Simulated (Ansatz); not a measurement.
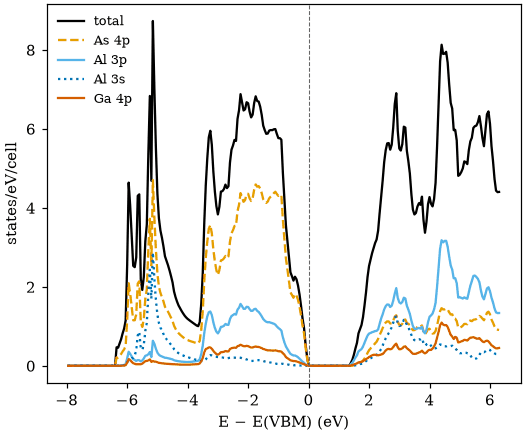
Figure. Total and projected density of states of Al$_{3}$GaAs$_{4}$ in space group P-4m2 (No. 115; Pearson symbol tP8), plane-wave PAW PBEsol (Ansatz code)

Q: Which orbitals carry the states next to the gap?

A: Top 1 eV of the valence band: As 4p 78 %, Al 3p 14 %, Ga 4p 6 %. Bottom 1 eV of the conduction band: Al 3p 33 %, As 4p 15 %, As 4s 15 %, Ga 4s 11 %, Ga 4p 9 %, Al 3s 7 %, outside the projected shells 10 %. Projections are on Löwdin-orthogonalised atomic valence shells; empty p or d shells of many metals are not among them.

Q: Where is the tallest occupied peak in this window, and what makes it?

A: Near -5.1 eV, about 8.7 states/eV per cell; the largest projected share is As 4p.

The start of the workflow was typed in or built on a structure type; neither database checked (COD, Materials Project) lists it. Its standing as an ambient phase is unchecked. Symmetry was held in the PBEsol relaxation; whether a distortion lowers the energy is not shown. Scalar-relativistic: spin–orbit coupling is off unless named, which matters more the heavier the elements.

Potentials: the earlier of the program's two PAW sets. The files were generated under PBE; for other functionals the program regenerates the frozen cores, and for LDA and PBEsol the local potential too.
